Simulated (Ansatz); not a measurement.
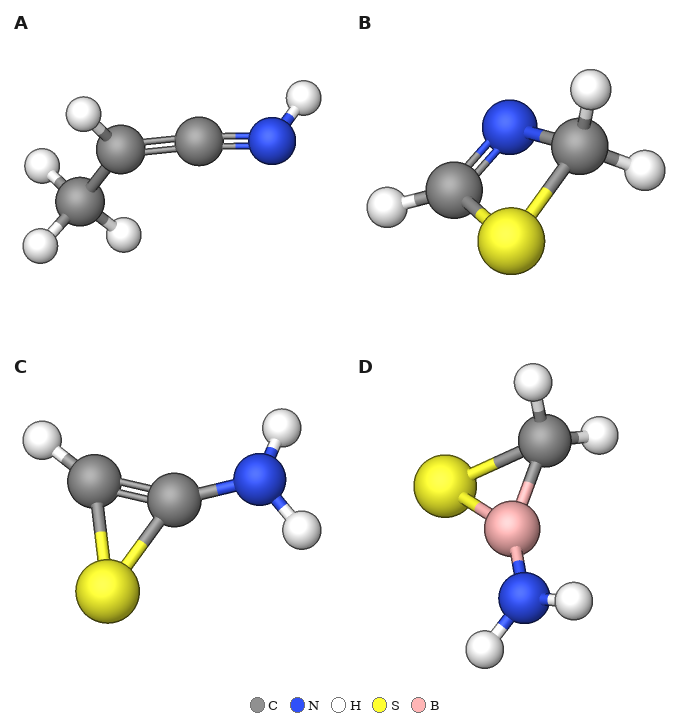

Source: calculation with Ansatz.

**Match each picture to its SMILES.**
(1) CC=C=N
(2) NC1=CS1
(3) NB1CS1
(4) C1=NCS1

A is (1), B is (4), C is (2), D is (3).
